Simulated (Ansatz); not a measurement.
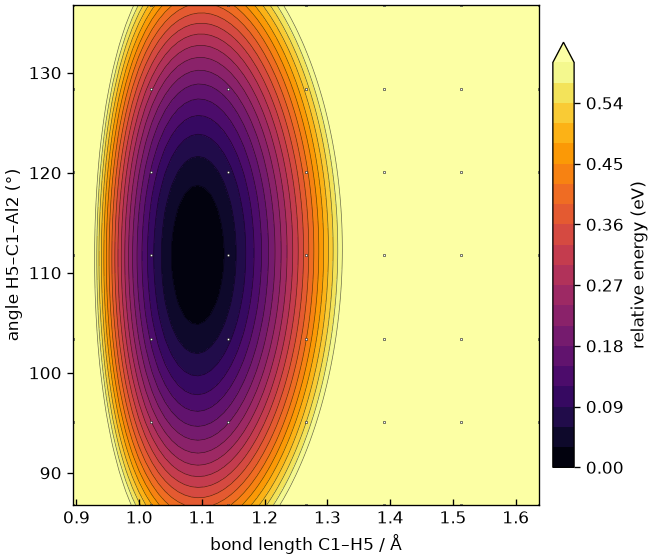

CH₃AlCl₂, SMILES [CH3][Al]([Cl])[Cl]. Coordinates scanned: (1) bond length C1–H5; (2) angle H5–C1–Al2. Nothing is relaxed (all other coordinates rigid). The grid has 7 × 7 points. Points are written as (first, second). Energies are in eV, from the relaxed molecule at the same level. The reference is spin-restricted, which grows unreliable where a bond is stretched far. These are results of RKS PBE0-D4/def2-TZVP (Ansatz), not measurements.

The picture shows filled contours, dots at the grid points, one colour for all values above the top of the scale. Between grid points the surface is interpolated.

Where is the minimum, and how stiff is the well along each coordinate?

The interpolated minimum is at bond length C1–H5 ≈ 1.090 Å, angle H5–C1–Al2 ≈ 111.8°. The curvatures there are about 35 eV/Å² and 4 eV/rad², with a cross term of about 0 eV/(Å·rad). Round the minimum the two coordinates are nearly uncoupled.
